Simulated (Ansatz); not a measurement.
```xyz
12

B    -0.0339   -0.8344   -0.6391
H     0.0735   -2.0363   -0.6592
N     1.1255   -0.0247   -0.6424
H     2.0614   -0.4141   -0.6504
H     1.0844    0.9889   -0.5096
N    -1.3442   -0.2672   -0.5834
H    -2.1696   -0.8439   -0.7082
H    -1.5161    0.7161   -0.7831
N     0.0548    2.4160    0.8933
H    -0.4931    1.6099    1.2145
H     0.7773    2.5666    1.6045
H    -0.5650    3.2311    0.9403
```

Computed with RKS PBE-D4/def2-mTZVP in Ansatz.

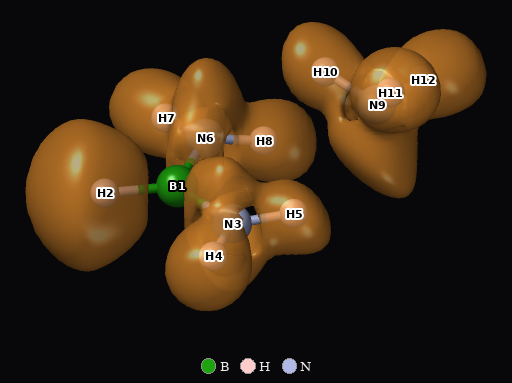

BH5N2···NH3. Isosurface of the electron localisation function at 0.75 (orange), seen at an oblique angle. Only the valence region is drawn (cores and ρ < 0.01 e/Å³ removed).

What do the ELF domains correspond to?

The surface consists of one region around a hydrogen nucleus and three joined regions spread over several atoms (H, N), in which their bonds and any lone pairs are merged. Profiles from the grid: N9···H5 (2.25 Å): the ELF dips to about 0.05 between them; by its geometry a hydrogen bond between the two molecules, with no shared pair. B–N (1.41 Å): the ELF peaks at about 0.95 between the atoms: a polar covalent bond.
